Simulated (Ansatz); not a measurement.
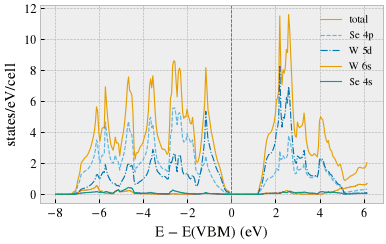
Figure: Total and projected density of states of WSe₂ in space group P6_3/mmc (No. 194; W on 2c, Se on 4f), plane-wave PAW r²SCAN+D4 (Ansatz code)

Question: Which orbitals carry the states next to the gap?

Answer: Top 1 eV of the valence band: W 5d 68 %, Se 4p 28 %. Bottom 1 eV of the conduction band: W 5d 67 %, Se 4p 27 %. Projections are on Löwdin-orthogonalised atomic valence shells; empty p or d shells of many metals are not among them.

Question: Where is the tallest occupied peak in this window, and what makes it?

Answer: Near -2.6 eV, about 8.6 states/eV per cell; the largest projected share is Se 4p.

The cell was relaxed with r²SCAN+D4 under the symmetry of its start. No spin polarisation was allowed. Scalar-relativistic: spin–orbit coupling is off unless named, which matters more the heavier the elements.

Potentials: the earlier of the program's two PAW sets. The files were generated under PBE; for other functionals the program regenerates the frozen cores, and for LDA and PBEsol the local potential too.
